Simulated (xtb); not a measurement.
SiH$_{3}$: geometry relaxation (part 2 of 2)

SiH$_{3}$, multiplicity 2; GFN2-xTB, ALPB solvent cs2 (xtb 6.7.1). 

Geometry of the input (Å):
```
Si -1.1128  1.0490  -0.9645
H  -2.3920  0.3646  -0.8302
H  -0.7588  1.2417  -2.3637
H  -1.0883  2.3075  -0.2318
```

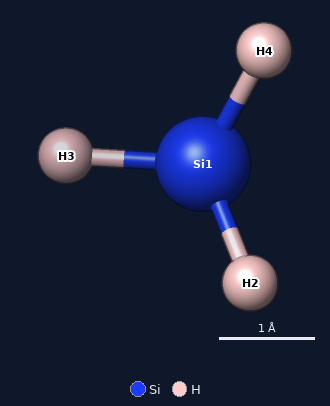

*The geometry at step 2 of the log (ball-and-stick view, seen at a tilt; atoms are numbered from 1 in the order of the input).*

Log, continued
```
........................................................................
.............................. CYCLE    4 ..............................
........................................................................

 iter      E             dE          RMSdq      gap      omega  full diag
   1     -3.2174870 -0.321749E+01  0.302E-02    2.97       0.0  T
   2     -3.2174870 -0.206594E-07  0.196E-02    2.97       2.6  T
   3     -3.2174870 -0.912444E-08  0.310E-03    2.97      16.1  T
   4     -3.2174870 -0.214768E-09  0.471E-04    2.97     106.2  T
   5     -3.2174870 -0.403610E-10  0.120E-04    2.97     415.0  T
     SCC iter.                  ...        0 min,  0.000 sec
     gradient                   ...        0 min,  0.000 sec
 * total energy  :    -3.1866826 Eh     change       -0.1974092E-05 Eh
   gradient norm :     0.0002507 Eh/α   predicted    -0.2005221E-05 (   1.58%)
   displ. norm   :     0.0041269 α      lambda       -0.4657579E-06
   maximum displ.:     0.0037595 α      in ANC's #1, #2, #3, ...

   *** GEOMETRY OPTIMIZATION CONVERGED AFTER 4 ITERATIONS ***

------------------------------------------------------------------------
 total energy gain   :        -0.0006709 Eh       -0.4210 kcal/mol
 total RMSD          :         0.0946138 a0        0.0501 Å
 total power (kW/mol):        -0.4403725 (step) -875.1144 (real)
------------------------------------------------------------------------

 ANCopt (total)                0 d,  0 h,  0 min,  0.002 sec
 optimizer setup                ...        0 min,  0.000 sec (  1.664%)
 model hessian                  ...        0 min,  0.000 sec (  1.459%)
 ANC generation                 ...        0 min,  0.000 sec (  1.056%)
 coordinate transformation      ...        0 min,  0.000 sec (  0.402%)
 single point calculation       ...        0 min,  0.002 sec ( 82.974%)
 optimization log               ...        0 min,  0.000 sec (  3.306%)
 hessian update                 ...        0 min,  0.000 sec (  0.261%)
 rational function              ...        0 min,  0.000 sec (  4.914%)

================
 final structure:
================
4
 xtb: 6.7.1
Si          -1.16741967386231        1.09575508910840       -0.99845874998692
H           -2.38924456643127        0.33596067790603       -0.81160679670428
H           -0.72801596118691        1.22485129258801       -2.37510429059907
H           -1.06713979851952        2.30626294039756       -0.20491016270972

 Bond Distances (Angstroems)
 ---------------------------
Si1-H2=1.4509        Si1-H3=1.4508        Si1-H4=1.4509        H2-Si1=1.4509        H3-Si1=1.4508        H4-Si1=1.4509
 Si H  Rav=1.4509 sigma=0.0000  Rmin=1.4508  Rmax=1.4509     3

 selected bond angles (degree)
 --------------------
H3-Si1-H2=115.08               H4-Si1-H2=115.13               H4-Si1-H3=115.07

 selected dihedral angles (degree)
 ---------------------------------

           -------------------------------------------------
          |                Final Singlepoint                |
           -------------------------------------------------

          ...................................................
          :                      SETUP                      :
          :.................................................:
          :  # basis functions                  13          :
          :  # atomic orbitals                  12          :
          :  # shells                            6          :
          :  # electrons                         7          :
          :  max. iterations                   250          :
          :  Hamiltonian                  GFN2-xTB          :
          :  restarted?                      false          :
          :  GBSA solvation                   true          :
          :  PC potential                    false          :
          :  electronic temp.          300.0000000     K    :
          :  accuracy                    1.0000000          :
          :  -> integral cutoff          0.2500000E+02      :
          :  -> integral neglect         0.1000000E-07      :
          :  -> SCF convergence          0.1000000E-05 Eh   :
          :  -> wf. convergence          0.1000000E-03 e    :
          :  Broyden damping             0.4000000          :
          :  net charge                          0          :
          :  unpaired electrons                  1          :
          ...................................................

 iter      E             dE          RMSdq      gap      omega  full diag
   1     -3.2174870 -0.321749E+01  0.103E-05    2.97       0.0  T
   2     -3.2174870 -0.293099E-13  0.593E-06    2.97    8424.6  T
   3     -3.2174870 -0.754952E-14  0.181E-06    2.97   27595.1  T

   *** convergence criteria satisfied after 3 iterations ***

         #    Occupation            Energy/Eh            Energy/eV
      -------------------------------------------------------------
         1        2.0000           -0.6754658             -18.3804
         2        2.0000           -0.4246030             -11.5540
         3        2.0000           -0.4245679             -11.5531
         4        1.0000           -0.2719235              -7.3994 (HOMO)
         5                         -0.1627566              -4.4288 (LUMO)
         6                         -0.1626835              -4.4268
         7                         -0.1290695              -3.5122
         8                         -0.0838398              -2.2814
         9                         -0.0838276              -2.2811
       ...                                ...                  ...
        12                          0.6878320              18.7169
      -------------------------------------------------------------
                  HL-Gap            0.1091670 Eh            2.9706 eV
             Fermi-level           -0.2827929 Eh           -7.6952 eV

 SCC (total)                   0 d,  0 h,  0 min,  0.000 sec
 SCC setup                      ...        0 min,  0.000 sec ( 10.508%)
 Dispersion                     ...        0 min,  0.000 sec (  1.069%)
 classical contributions        ...        0 min,  0.000 sec (  0.449%)
 integral evaluation            ...        0 min,  0.000 sec ( 28.058%)
 iterations                     ...        0 min,  0.000 sec ( 24.618%)
 molecular gradient             ...        0 min,  0.000 sec ( 28.056%)
 printout                       ...        0 min,  0.000 sec (  6.151%)

         :::::::::::::::::::::::::::::::::::::::::::::::::::::
         ::                     SUMMARY                     ::
         :::::::::::::::::::::::::::::::::::::::::::::::::::::
         :: total energy              -3.186682602590 Eh    ::
         :: total w/o Gsasa/hb        -3.190456200641 Eh    ::
         :: gradient norm              0.000250694020 Eh/a0 ::
         :: HOMO-LUMO gap              2.970584084688 eV    ::
         ::.................................................::
         :: SCC energy                -3.217487022847 Eh    ::
         :: -> isotropic ES            0.004733015473 Eh    ::
         :: -> anisotropic ES          0.001720941844 Eh    ::
         :: -> anisotropic XC          0.003950695731 Eh    ::
         :: -> dispersion             -0.001167397707 Eh    ::
         :: -> Gsolv                   0.003598394914 Eh    ::
         ::    -> Gelec               -0.000175203137 Eh    ::
         ::    -> Gsasa               -0.001206869970 Eh    ::
         ::    -> Ghb                  0.000000000000 Eh    ::
         ::    -> Gshift               0.004980468022 Eh    ::
         :: repulsion energy           0.030804420257 Eh    ::
         :: add. restraining           0.000000000000 Eh    ::
         :: total charge              -0.000000000000 e     ::
         :::::::::::::::::::::::::::::::::::::::::::::::::::::

           -------------------------------------------------
          |                Property Printout                |
           -------------------------------------------------

    * Orbital Energies and Occupations

         #    Occupation            Energy/Eh            Energy/eV
      -------------------------------------------------------------
         1        2.0000           -0.6754658             -18.3804
         2        2.0000           -0.4246030             -11.5540
         3        2.0000           -0.4245679             -11.5531
         4        1.0000           -0.2719235              -7.3994 (HOMO)
         5                         -0.1627566              -4.4288 (LUMO)
         6                         -0.1626835              -4.4268
         7                         -0.1290695              -3.5122
         8                         -0.0838398              -2.2814
         9                         -0.0838276              -2.2811
        10                          0.5739888              15.6190
        11                          0.6872466              18.7009
        12                          0.6878320              18.7169
      -------------------------------------------------------------
                  HL-Gap            0.1091670 Eh            2.9706 eV
             Fermi-level           -0.2827929 Eh           -7.6952 eV

     #   Z          covCN         q      C6AA      α(0)
     1  14 Si       2.764     0.285   184.332    29.813
     2   1 H        0.921    -0.095     5.393     3.632
     3   1 H        0.921    -0.095     5.395     3.633
     4   1 H        0.921    -0.095     5.394     3.632

 Mol. C6AA /au·bohr⁶  :        414.103027
 Mol. C8AA /au·bohr⁸  :      19100.359048
 Mol. α(0) /au        :         40.709478

Wiberg/Mayer (AO) data.
largest (>0.10) Wiberg bond orders for each atom

 ---------------------------------------------------------------------------
     #   Z sym  total        # sym  WBO       # sym  WBO       # sym  WBO
 ---------------------------------------------------------------------------
     1  14 Si   2.695 --     3 H    0.898     2 H    0.898     4 H    0.898
     2   1 H    0.991 --     1 Si   0.898
     3   1 H    0.991 --     1 Si   0.898
     4   1 H    0.991 --     1 Si   0.898
 ---------------------------------------------------------------------------

Topologies differ in total number of bonds
Writing topology from bond orders to xtbtopo.mol

molecular dipole:
                 x           y           z       tot (Debye)
 q only:        0.123      -0.104       0.071
   full:       -0.035       0.029      -0.020       0.126
molecular quadrupole (traceless):
                xx          xy          yy          xz          yz          zz
 q only:        0.018       0.162      -0.003      -0.199       0.190      -0.015
  q+dip:        0.023      -0.117       0.005       0.104      -0.093      -0.028
   full:        0.102      -0.328       0.013       0.247      -0.215      -0.115

           -------------------------------------------------
          |                Geometry Summary                 |
           -------------------------------------------------

      molecular mass/u    :       31.1093210
   center of mass at/Å    :       -1.1895211       1.1145410      -1.0112972
  moments of inertia/u·Å² :        0.3311019E+01   0.3313619E+01   0.6043165E+01
rotational constants/cm⁻¹ :        0.5091372E+01   0.5087378E+01   0.2789537E+01

 * 3 selected distances

     #   Z          #   Z                                           value/Å
     1  14 Si       2   1 H                                       1.4508817
     1  14 Si       3   1 H                                       1.4508256 (min)
     1  14 Si       4   1 H                                       1.4508980 (max)

 * 1 distinct bonds (by element types)

   Z      Z             #   av. dist./Å        max./Å        min./Å
   1 H   14 Si          3     1.4508684     1.4508980     1.4508256

optimized geometry written to: xtbopt.xyz

           -------------------------------------------------
          | TOTAL ENERGY               -3.186682602590 Eh   |
          | GRADIENT NORM               0.000250694020 Eh/α |
          | HOMO-LUMO GAP               2.970584084688 eV   |
           -------------------------------------------------

------------------------------------------------------------------------
------------------------------------------------------------------------
 total:
 *  cpu-time:     0 d,  0 h,  0 min,  0.009 sec
 * ratio c/w:     1.000 speedup
 SCF:
 *  cpu-time:     0 d,  0 h,  0 min,  0.001 sec
 * ratio c/w:     1.000 speedup
 ANC optimizer:
 *  cpu-time:     0 d,  0 h,  0 min,  0.003 sec
 * ratio c/w:     1.000 speedup
```

Trajectory as extended XYZ (Å, eV, eV/Å), 4 frames, from step=0 to step=3
```
4
Properties=species:S:1:pos:R:3 step=0 energy=-86.69580
Si   -1.1128    1.0490   -0.9645
H    -2.3920    0.3646   -0.8302
H    -0.7588    1.2417   -2.3637
H    -1.0883    2.3075   -0.2318
4
Properties=species:S:1:pos:R:3 step=1 energy=-86.69719
Si   -1.2040    1.1270   -1.0205
H    -2.3989    0.3053   -0.7964
H    -0.7005    1.2130   -2.3962
H    -1.0485    2.3175   -0.1770
4
Properties=species:S:1:pos:R:3 step=2 energy=-86.71400
Si   -1.1686    1.0970   -0.9997
H    -2.3903    0.3346   -0.8102
H    -0.7261    1.2242   -2.3774
H    -1.0668    2.3070   -0.2028
4
Properties=species:S:1:pos:R:3 step=3 energy=-86.71405
Si   -1.1674    1.0958   -0.9985
H    -2.3892    0.3360   -0.8116
H    -0.7280    1.2248   -2.3751
H    -1.0671    2.3063   -0.2049
```

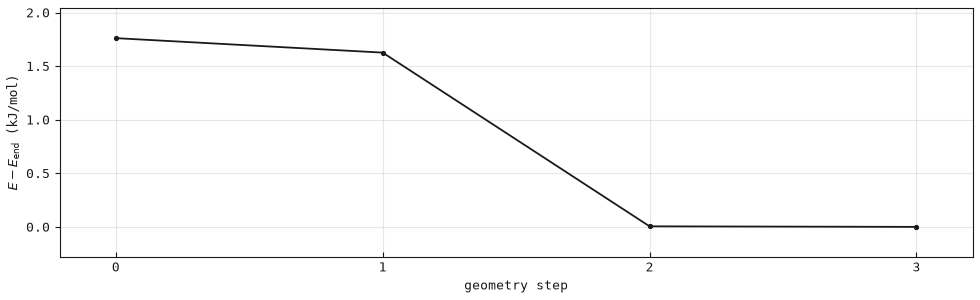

*Progress of the relaxation, step by step (steps are counted from 0).*

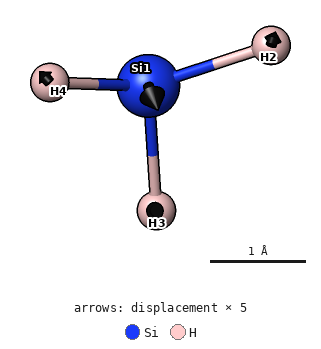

*The starting structure with the displacements as black arrows, magnified 5 times (ball-and-stick view, seen at a tilt). The two geometries are laid on each other by the best rigid fit.*

After 3 geometry steps the energy has fallen by 1.76 kJ/mol. The atom that moves furthest after the best rigid fit is Si1 (0.080 Å). Largest moves by element: Si 0.080 Å, H 0.037 Å. Distances before and after: Si1–H2 1.457 → 1.451 Å. Among the angles that change: H2–Si1–H3 111.4° → 115.1°, H2–Si1–H4 112.0° → 115.1°. (Atoms are counted from 1 in the order of the input.)

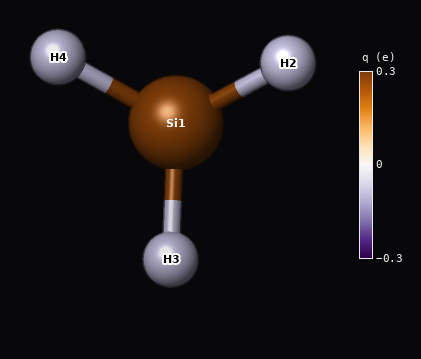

*Mulliken charges, as the colour of each atom (ball-and-stick view, seen on its broad side; atoms are numbered from 1 in the order of the input).*

By element: Si +0.29 and H −0.10 e.

Summary

```json
{"quantity": "outcome", "value": "converged"}
{"quantity": "electrons treated", "value": "7"}
{"quantity": "total energy", "value": "−3.186683 hartree"}
{"quantity": "dispersion energy", "value": "−0.001167 hartree"}
{"quantity": "solvation energy", "value": "0.003598 hartree"}
{"quantity": "basis functions", "value": "13"}
{"quantity": "dipole moment", "value": "0.13 D"}
{"quantity": "hardware", "value": "1 thread of Intel Xeon (Granite Rapids), 64 GiB of memory available, shared host"}
{"quantity": "peak memory", "value": "0.076 GiB"}
```
